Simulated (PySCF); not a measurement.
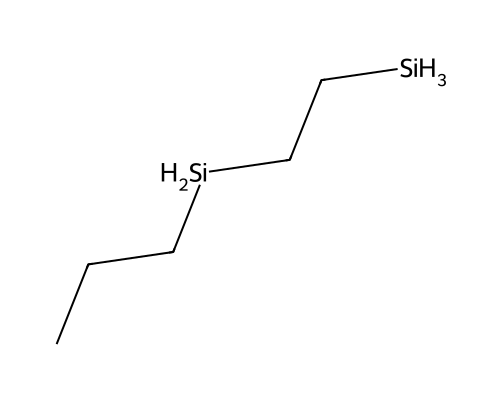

The geometry was computed by an optimisation with PBE0-D3(BJ)/def2-SVP. No frequency run is at hand to confirm it as a minimum. Properties computed with PBE0/pcSseg-1 in dimethylsulfoxide (IEF-PCM) (PySCF 2.14.0).

**What is the dipole moment?**

1.86 D.

**Give the HOMO–LUMO gap at this level.**

8.76 eV.

**What is the HOMO energy (Kohn–Sham orbital)?**

−7.98 eV.
